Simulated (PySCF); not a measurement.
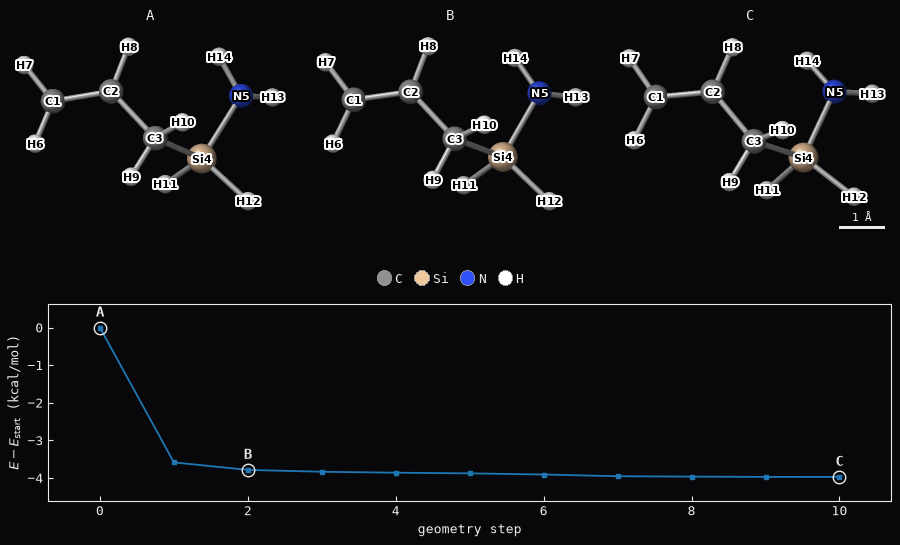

Frames of a relaxation of C3H9NSi, marked on the history of the run. The picture is a ball-and-stick view, seen at a tilt.

The start comes from GFN2-xTB. Its atoms were then displaced at random by about 0.01 Å.

The calculation used PBE0-D3(BJ)/def2-SVP geometry optimisation, gas phase (PySCF). 

Q: What happens along the run?

A: H14 moves most after the best rigid fit: 0.49 Å. Largest moves by element: H 0.49 Å, N 0.19 Å, C 0.12 Å, Si 0.06 Å. Some distances before and after: C1–H6 1.044 → 1.095 Å, C3–Si4 1.862 → 1.891 Å, C3–H10 1.074 → 1.103 Å, Si4–H12 1.471 → 1.496 Å. Bond angles that change, for instance: C3–Si4–H11 110.9° → 107.0°, C2–C3–H9 107.8° → 111.4°, N5–Si4–H12 103.7° → 106.5°. The energy falls by 3.97 kcal/mol in 10 geometry steps. The run took 92 s on 1 thread of Arm Neoverse N1, with other jobs on the host. From step 0 to 2: H14 moves most (0.28 Å), energy −3.78 kcal/mol. From step 2 to 10: H14 moves most (0.23 Å), energy −0.19 kcal/mol.
